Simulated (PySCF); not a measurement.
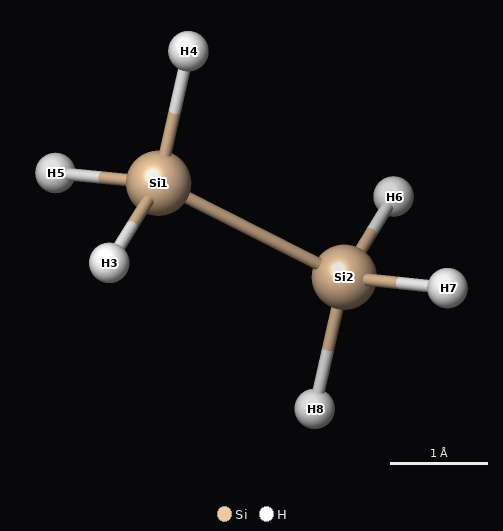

The structure as given in the input (ball-and-stick view, seen at a tilt; atoms are numbered from 1 in the order of the input). Bond lengths as drawn: H–Si 1.49 Å and Si–Si 2.34 Å.

## Si₂H₆: a changed input and its effect

System: Si₂H₆.
Method of the first run: RKS PBE0-D4/def2-TZVPP, density fitting (PySCF 2.14.0).

The geometry comes from this level: PBE0-D4/def2-TZVP. Text and figures count atoms from 1; the logs count them from 0 in places.

### The input, the first run
```python
import json, numpy as np
from pyscf import gto, scf, dft, mp, cc
EV, BOHR = 27.211386245988, 0.529177210903
mol = gto.M(atom="""
Si 0.433745 1.172403 1.643882
Si 1.532024 -0.647982 0.669676
H -0.830741 1.465876 0.916963
H 0.108052 0.874829 3.064583
H 1.300889 2.380233 1.597437
H 2.790209 -0.940425 1.407451
H 0.665526 -1.856597 0.708483
H 1.870035 -0.350131 -0.748222
""", basis="def2-tzvpp", charge=0, spin=0, max_memory=8670, verbose=0)
def mean_field(mol, dm=None):
    mf = dft.RKS(mol, xc="pbe0").density_fit()
    mf.conv_tol = 1e-9; mf.grids.level = 4
    mf.kernel(dm0=dm)
    if not mf.converged: mf = mf.newton().run(mf.mo_coeff, mf.mo_occ)
    assert mf.converged
    return mf
def d4(mol):
    from pyscf.dispersion.dftd4 import DFTD4Dispersion
    real = gto.M(atom=[(mol.atom_pure_symbol(i), mol.atom_coord(i)) for i in range(8)], unit='B', charge=mol.charge, spin=None, basis='def2-svp', verbose=0)
    r = DFTD4Dispersion(real, xc="pbe0", atm=True).get_dispersion(grad=True); return r["energy"], r["gradient"]
def energy_and_gradient(mol, dm=None):
    mf = mean_field(mol, dm); e, g = d4(mol)
    return mf, (mf.e_tot + e) * EV, (mf.nuc_grad_method().kernel()[:8] + g) * EV / BOHR
out = {}
mf = mean_field(mol); e = d4(mol)[0]
out.update(energy=(mf.e_tot + e) * EV, converged=True, dispersion=e * EV)
out['s2'] = mf.spin_square()[0]; out['nelec'] = mol.nelec
print(f"Total energy {out['energy']:.6f} eV, <S^2> {out['s2']:.4f}")
json.dump(out, open("out.json", "w"), default=float)
```

Command:
```bash
OMP_NUM_THREADS=4 python run.py
```

Hardware: 4 threads of Arm Neoverse V2, 23 GiB of memory available, shared host.

### Output (the first run)
```
Total energy -15846.369092 eV, <S^2> 0.0000
```

The input of the second run differs as follows (lines with − go, lines with + come):
```diff
-    mf = dft.RKS(mol, xc="pbe0").density_fit()
+    mf = dft.RKS(mol, xc="pbe").density_fit()
-    r = DFTD4Dispersion(real, xc="pbe0", atm=True).get_dispersion(grad=True); return r["energy"], r["gradient"]
+    r = DFTD4Dispersion(real, xc="pbe", atm=True).get_dispersion(grad=True); return r["energy"], r["gradient"]
```

Predict how the results change.

The total energies belong to different models, so their difference says nothing on which is more stable or more accurate. The functional changes from PBE0 to PBE.

### Output (the second run)
```
Total energy -15844.617246 eV, <S^2> 0.0000
```

### The two runs side by side

```tsv
quantity	the first run	the second run
outcome	converged	converged
total energy (hartree)	−582.343323	−582.278944
basis functions	168	168
wall time (shared host)	4.6 s	5.1 s
```
